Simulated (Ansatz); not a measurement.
Band structure of BiSbPd2 (P-6m2, 4 atoms in the cell).

```
CELL_PARAMETERS angstrom
      4.13436     0.00000     0.00000
     -2.06718     3.58046     0.00000
      0.00000     0.00000     5.61679
ATOMIC_POSITIONS crystal
  Sb 0.66667 0.33333 0.00000
  Bi 0.00000 0.00000 0.50000
  Pd 0.33333 0.66667 0.75651
  Pd 0.33333 0.66667 0.24349
```

Method: PBEsol, PAW files made with PBE (plane waves; Ansatz, an electronic-structure program).

Settings: basis.ecutwfc = 420 eV; kpoints.mp_grid.grid = 6 6 4; hamiltonian.xc = pbesol; hamiltonian.pseudopotentials = {kind: paw} (the program's default PAW files); scf.occupations.method = fermi_dirac; scf.occupations.width = 0.1 eV; kpoints.band_path.npoints = 8.

The starting cell comes from a database of computed structures (which also holds hypothetical and non-ambient phases and stackings), without a prior relaxation at this level. Its lattice was rescaled by a random factor within 2.5 % of one. Spin-orbit coupling is off. Spin polarisation is off.

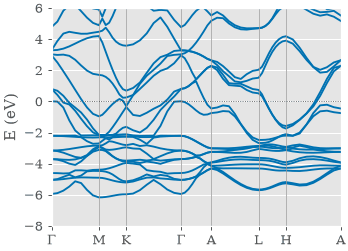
Bands along the path, energies from the Fermi level.

Levels in eV from the Fermi level, bands 30 to 37:
```csv
point,30,31,32,33,34,35,36,37
Γ,-2.21,0.01,0.80,0.80,2.97,3.03,3.28,3.28
M,-2.31,-2.17,-2.17,-2.15,-0.96,1.71,4.20,4.47
K,-2.24,-2.11,-1.63,-0.36,-0.30,0.25,0.69,3.58
A,-3.01,-0.75,-0.45,2.28,2.28,2.64,2.64,5.18
L,-2.86,-2.67,-2.47,0.52,0.74,1.52,2.04,4.70
H,-2.92,-2.20,-2.10,-1.74,-1.58,3.91,4.18,6.08
```

Bands cross the Fermi level along this path, so the cell is metallic at this level.

Keys are those of Ansatz 0.2.
